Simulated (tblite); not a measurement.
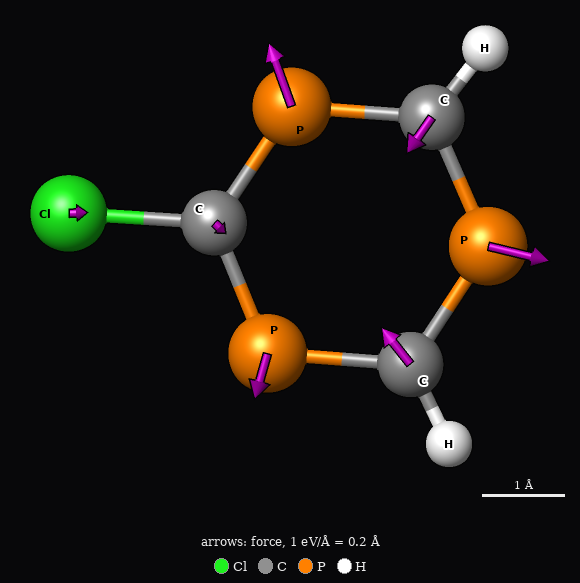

Starting geometry of C₃H₂ClP₃ with the computed forces as purple arrows. A ball-and-stick model, seen face on.

Level of theory: GFN2-xTB geometry optimisation, gas phase in tblite. 

> What follows when this structure is relaxed?

It isn't relaxed: the largest force vector, on a P atom, is 4.24 eV/Å. The final displacements follow the starting forces only in part (cosine between the two patterns 0.79). After 16 geometry steps the energy has fallen by 1.347 eV. The largest move after the best rigid fit is that of a C atom, 0.17 Å. Largest moves by element: C 0.17 Å, P 0.16 Å, H 0.16 Å, Cl 0.15 Å. Some distances before and after: C–Cl 1.787 → 1.751 Å, C–P 1.710 → 1.742 Å, C–P 1.758 → 1.729 Å, C–H 1.068 → 1.088 Å. Among the angles between lasting bonds that change: C–P–C 123.3° → 105.3°, P–C–P 117.5° → 135.3°, P–C–P 118.9° → 135.3°. The run took 0.13 s on 1 thread of Arm Neoverse V1 (shared host).
